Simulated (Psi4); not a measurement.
# CH7GaSi (SMILES [CH3][GaH][SiH3]): HF/6-31G(d) (spherical functions)

Aim: the vertical singlet–triplet gap of CH7GaSi at HF/6-31G* (spherical functions), from 2 runs. 

Program for the calculation: Psi4 1.11.

### Step 1. The molecule

CH7GaSi: 10 atoms, total charge 0, spin state singlet. SMILES: `[CH3][GaH][SiH3]`. Geometry: relaxed at PBE0-D4/def2-TZVP.

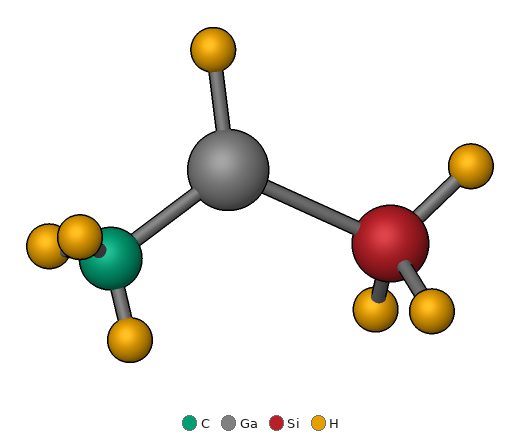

Viewed from a chosen angle; carbon teal, gallium grey, silicon red, hydrogen amber.

### Step 2. Energy and forces at HF/6-31G(d) (spherical functions)

File calc.py:

```python
import psi4

psi4.set_memory(1600000000)
psi4.set_num_threads(1)
psi4.set_output_file('psi4.out', False)

molecule = psi4.geometry("""
0 1
C     -1.123300     1.394100    -0.619200
Ga     0.561500     0.659300     0.093300
Si     0.786700    -1.705300     0.550700
H     -1.924300     0.656600    -0.670400
H     -0.947000     1.785400    -1.626000
H     -1.454200     2.236500    -0.005700
H      1.759600     1.654600     0.346000
H      0.531000    -2.496200    -0.688800
H      2.125000    -2.100900     1.069700
H     -0.231700    -2.135100     1.553300
symmetry c1
""")

options = {'basis': '6-31G*', 'puream': True, 'e_convergence': 1e-09, 'd_convergence': 1e-08, 'scf_type': 'pk'}
psi4.set_options(options)

E, wfn = psi4.gradient("scf", return_wfn=True)
psi4.oeprop(wfn, "MAYER_INDICES", "LOWDIN_CHARGES", "QUADRUPOLE", title="SCF")
print('gradient / Eh bohr^-1')
print(E.np.round(6))
print(f'energy = {wfn.energy():.10f} Eh')
```

Run with:

```console
$ python calc.py
```

psi4.out:

```text
[...]
  Running in c1 symmetry.
[...]
  Nuclear repulsion =  238.583028564977326
[...]
  Multiplicity = 1
[...]
  Nalpha       = 29
  Nbeta        = 29
[...]
    Number of basis functions: 78
[...]
   @RHF iter   1: -2252.23719642846845   -3.30770e+00   3.32569e-02 ADIIS/DIIS
[...]
   @RHF iter  11: -2253.80167849974532   -1.18234e-11   7.22427e-09 DIIS
[...]
    Orbital Energies [Eh]
    ---------------------
    Doubly Occupied:
       1A   -378.828015     2A    -68.742939     3A    -48.206386
       4A    -42.537921     5A    -42.534957     6A    -42.534407
       7A    -11.201342     8A     -6.414166     9A     -6.108296
      10A     -4.509379    11A     -4.502351    12A     -4.501405
      13A     -4.213574    14A     -4.213431    15A     -4.213050
      16A     -1.198307    17A     -1.193956    18A     -1.193523
      19A     -1.189227    20A     -1.187498    21A     -0.921544
      22A     -0.710614    23A     -0.558556    24A     -0.545200
      25A     -0.543668    26A     -0.474259    27A     -0.473088
      28A     -0.404452    29A     -0.358606
[...]
  @RHF Final Energy: -2253.80167849974532
   => Energetics <=
    Nuclear Repulsion Energy =            238.5830285649773259
    One-Electron Energy =               -3616.3411761700263014
    Two-Electron Energy =                1123.9564691053037677
    Total Energy =                      -2253.8016784997453215
[...]
  -Total Gradient:
     Atom            X                  Y                   Z
    ------   -----------------  -----------------  -----------------
       1        0.007023715295    -0.004847013750     0.003561490952
       2       -0.002579692752    -0.001735774233    -0.000749991778
       3       -0.000662004047     0.010842229755    -0.001929715740
       4       -0.002412869068    -0.003787413276     0.000145408019
       5        0.001906052355     0.001506250601    -0.003602313093
       6       -0.000091295822     0.003473109462     0.002823474806
       7       -0.002882994929    -0.002463031235    -0.000591418270
       8       -0.000856104450    -0.001513412749    -0.003038791580
       9        0.003167504937    -0.000802243531     0.001204765493
      10       -0.002612311507    -0.000672700926     0.002177091195
[...]
 Multipole Moments:
 ------------------------------------------------------------------------------------
     Multipole            Electronic (a.u.)      Nuclear  (a.u.)        Total (a.u.)
 ------------------------------------------------------------------------------------
 L = 1.  Multiply by 2.5417464519 to convert [e a0] to [Debye]
 Dipole X            :          3.6198035           -3.8062860           -0.1864825
 Dipole Y            :          4.9970108           -4.7304904            0.2665203
 Dipole Z            :          0.5162477           -0.6240616           -0.1078139
 Magnitude           :                                                    0.3426845
 L = 2.  Multiply by 1.3450342976 to convert [e a0^2] to [Debye ang]
 Quadrupole XX       :       -148.5473635          116.9247999          -31.6225636
 Quadrupole XY       :         95.6248206          -96.0159686           -0.3911479
[...]
```

The script printed:

```text
gradient / Eh bohr^-1
[[ 7.0240e-03 -4.8470e-03  3.5610e-03]
 [-2.5800e-03 -1.7360e-03 -7.5000e-04]
 [-6.6200e-04  1.0842e-02 -1.9300e-03]
 [-2.4130e-03 -3.7870e-03  1.4500e-04]
 [ 1.9060e-03  1.5060e-03 -3.6020e-03]
 [-9.1000e-05  3.4730e-03  2.8230e-03]
 [-2.8830e-03 -2.4630e-03 -5.9100e-04]
 [-8.5600e-04 -1.5130e-03 -3.0390e-03]
 [ 3.1680e-03 -8.0200e-04  1.2050e-03]
 [-2.6120e-03 -6.7300e-04  2.1770e-03]]
energy = -2253.8016784997 Eh
```

It took 6 s on 1 thread of Intel Xeon 6975P-C (Granite Rapids), shared host; peak memory 0.27 GiB.

### Step 3. The triplet: a single-point energy at UHF/6-31G(d) (spherical functions)

File ch7gasi.json:

```json
{
  "schema_name": "qcschema_input",
  "schema_version": 1,
  "molecule": {
    "schema_name": "qcschema_molecule",
    "schema_version": 2,
    "symbols": ["C", "Ga", "Si", "H", "H", "H", "H", "H", "H", "H"],
    "geometry": [-2.12272936, 2.63446719, -1.17011842, 1.06108122, 1.24589643, 0.17631145, 1.48664754, -3.22254996, 1.04067218, -3.63639998, 1.24079417, -1.26687239, -1.78957064, 3.37391702, -3.07269468, -2.74803973, 4.22637248, -0.01077144, 3.32516209, 3.12674085, 0.65384524, 1.00344457, -4.71713435, -1.30164335, 4.01566801, -3.97012562, 2.02144004, -0.43784954, -4.03475425, 2.93531159],
    "molecular_charge": 0,
    "molecular_multiplicity": 3,
    "fix_symmetry": "c1"
  },
  "driver": "energy",
  "model": {
    "method": "hf",
    "basis": "6-31G*"
  },
  "keywords": {
    "reference": "uhf",
    "puream": true,
    "e_convergence": 1e-09,
    "d_convergence": 1e-08,
    "scf_type": "pk",
    "maxiter": 100,
    "scf_properties": ["MAYER_INDICES", "DIPOLE", "WIBERG_LOWDIN_INDICES"]
  }
}
```

Run with:

```console
$ psi4 --qcschema ch7gasi.json -n 1 --memory 1600MB
```

stdout:

```text
[...]
  Running in c1 symmetry.
[...]
  Nuclear repulsion =  238.583028647494871
[...]
  Multiplicity = 3
[...]
  Nalpha       = 30
  Nbeta        = 28
[...]
    Number of basis functions: 78
[...]
   @UHF iter   1: -2251.68308358028480   -2.75360e+00   3.40182e-02 ADIIS/DIIS
[...]
   @UHF iter  25: -2253.66268396487249   -3.18323e-12   6.73659e-09 DIIS
[...]
   @S^2 Observed:                2.007617892E+00
[...]
    Orbital Energies [Eh]
    ---------------------
    Alpha Occupied:
       1A   -378.820050     2A    -68.826141     3A    -48.198226
       4A    -42.529436     5A    -42.528772     6A    -42.526170
       7A    -11.209875     8A     -6.407296     9A     -6.188068
      10A     -4.502232    11A     -4.498535    12A     -4.493138
      13A     -4.299518    14A     -4.290809    15A     -4.290374
      16A     -1.191026    17A     -1.187537    18A     -1.186603
      19A     -1.181114    20A     -1.179277    21A     -0.924260
      22A     -0.785620    23A     -0.594809    24A     -0.552370
      25A     -0.546700    26A     -0.527453    27A     -0.525872
      28A     -0.431550    29A     -0.402915    30A     -0.206225
    Alpha Virtual:
[...]
  @UHF Final Energy: -2253.66268396487249
   => Energetics <=
    Nuclear Repulsion Energy =            238.5830286474948707
    One-Electron Energy =               -3615.3646165760865188
    Two-Electron Energy =                1123.1189039637190490
    Total Energy =                      -2253.6626839648724854
  UHF NO Occupations:
  HONO-2 :   28  A 1.9980429
  HONO-1 :   29  A 1.0000000
[...]
 Multipole Moments:
 ------------------------------------------------------------------------------------
     Multipole            Electronic (a.u.)      Nuclear  (a.u.)        Total (a.u.)
 ------------------------------------------------------------------------------------
 L = 1.  Multiply by 2.5417464519 to convert [e a0] to [Debye]
 Dipole X            :          3.6045554           -3.8062860           -0.2017306
 Dipole Y            :          3.7987017           -4.7304904           -0.9317887
 Dipole Z            :          0.6887254           -0.6240616            0.0646638
 Magnitude           :                                                    0.9555663
[...]
```

The result, in JSON:

```text
{
 "driver": "energy",
 "model": {
  "method": "hf",
  "basis": "6-31G*"
 },
 "success": true,
 "return_result": -2253.6626839648725,
 "properties": {
  "calcinfo_nbasis": 78,
  "calcinfo_nmo": 78,
  "calcinfo_nalpha": 30,
  "calcinfo_nbeta": 28,
  "calcinfo_natom": 10,
  "nuclear_repulsion_energy": 238.58302864749487,
  "return_energy": -2253.6626839648725,
  "scf_one_electron_energy": -3615.3646165760865,
  "scf_two_electron_energy": 1123.118903963719,
  "scf_dipole_moment": [-0.20173061925917102, -0.9317887195281398, 0.06466381714027425],
  "scf_total_energy": -2253.6626839648725,
  "scf_iterations": 25
 }
}
```

It took 3.9 s on 1 thread of Intel Xeon 6975P-C (Granite Rapids), shared host; peak memory 0.28 GiB.

### Step 4. Summary of results

At HF/6-31G* (spherical functions):

| quantity | value |
| --- | --- |
| singlet: total energy | -2253.80168 Eh |
| singlet: dipole moment | 0.87 D |
| singlet: HOMO energy | -9.76 eV |
| singlet: LUMO energy | 1.03 eV |
| singlet: HOMO–LUMO gap | 10.79 eV |
| singlet: largest force on an atom | 0.567 eV/Å |
| triplet: total energy | -2253.66268 Eh |
| triplet: dipole moment | 2.43 D |
| triplet: HOMO energy (highest over α and β) | -5.61 eV |
| triplet: LUMO energy (lowest over α and β) | -1.93 eV |
| triplet: ⟨S²⟩ | 2.008 |
| vertical energy of the triplet above the singlet | 3.782 eV |

**Reading.** At this shape the triplet lies 3.78 eV (365 kJ/mol) above the singlet. The largest force (singlet) is 0.57 eV/Å: the shape isn't a stationary point for this species at this level.
